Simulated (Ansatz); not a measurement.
# AlH5OS: the cost of one run

Computed with Ansatz 0.2.0, Gaussian basis. Level: PBE0-D4/def2-SVP.

23 further runs of the same task are left out: 1 that didn't finish, 22 set aside as unsound or not needed.

### Step 1. The starting structure

The first end: 8 atoms, charge 0, spin multiplicity 1.

Atoms are counted from 1 here; the program's logs count them from 0.

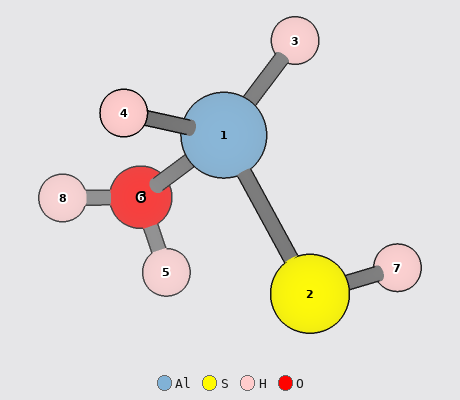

The starting geometry (aluminium light blue, sulfur yellow, hydrogen pink, oxygen red); atoms are numbered from 1 in the order of the file.

As a file:

```mol
AlH5OS
  3D, bonds by distance, orders not assigned

  8  7  0  0  0  0  0  0  0  0999 V2000
   -0.7157   -0.0256   -0.4689 Al  0  0
    0.7490    1.6619   -0.6967 S   0  0
   -0.6903   -1.1341   -1.5998 H   0  0
   -2.0343    0.3684    0.3297 H   0  0
    1.0396   -0.1860    1.1384 H   0  0
    0.3247   -0.8402    1.0494 O   0  0
    1.4735    1.0393   -1.6413 H   0  0
   -0.1466   -0.8838    1.8894 H   0  0
  1  2  8  0
  1  3  8  0
  1  4  8  0
  1  6  8  0
  2  7  8  0
  5  6  8  0
  6  8  8  0
M  END
```

The second end:

```csv
atom,x (Å),y (Å),z (Å)
Al1,-0.8923,-0.4248,-0.1920
S2,0.8358,1.3850,-0.7964
H3,-0.9996,-0.9790,-1.6765
H4,-1.9931,0.5413,0.4390
H5,1.2009,1.6747,0.4641
O6,0.0753,-1.3618,0.8775
H7,1.8222,0.4829,-0.9392
H8,-0.0494,-1.3184,1.8236
```

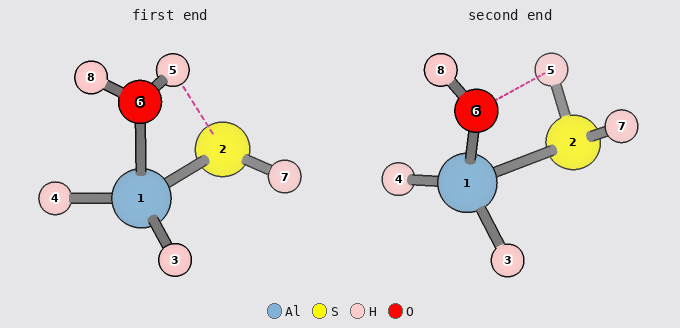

The two ends; dashed lines mark the contacts followed along the path.

### Step 2. The band at PBE0-D4/def2-SVP

Input file neb/in.yaml:

```yaml
crystal:
  periodic: [false, false, false]
  atoms:
    - {symbol: Al, position_ang: [-0.715658, -0.025619, -0.468943]}
    - {symbol: S, position_ang: [0.748971, 1.661881, -0.696730]}
    - {symbol: H, position_ang: [-0.690336, -1.134072, -1.599769]}
    - {symbol: H, position_ang: [-2.034291, 0.368412, 0.329689]}
    - {symbol: H, position_ang: [1.039590, -0.186025, 1.138381]}
    - {symbol: O, position_ang: [0.324689, -0.840206, 1.049353]}
    - {symbol: H, position_ang: [1.473550, 1.039345, -1.641295]}
    - {symbol: H, position_ang: [-0.146617, -0.883816, 1.889411]}
basis:
  gaussian: {orbitals: def2-SVP}
hamiltonian: {xc: pbe0, dispersion: d4}
neb:
  images: 5
  climbing: true
  max_iterations: 40
  initial_path: idpp
  final_atoms:
    - {symbol: Al, position_ang: [-0.892254, -0.424791, -0.191999]}
    - {symbol: S, position_ang: [0.835780, 1.385000, -0.796385]}
    - {symbol: H, position_ang: [-0.999596, -0.978992, -1.676485]}
    - {symbol: H, position_ang: [-1.993072, 0.541334, 0.438956]}
    - {symbol: H, position_ang: [1.200929, 1.674669, 0.464116]}
    - {symbol: O, position_ang: [0.075315, -1.361755, 0.877528]}
    - {symbol: H, position_ang: [1.822212, 0.482868, -0.939221]}
    - {symbol: H, position_ang: [-0.049414, -1.318432, 1.823590]}
```

The run is started by

```console
> ansatz run in.yaml --threads 2 --pin off --events-out ev --progress --plain --max-ram 4352MiB
```

**Question.** How long does this run take on 2 threads of Arm Neoverse V2, shared host?

About 1.7 min.
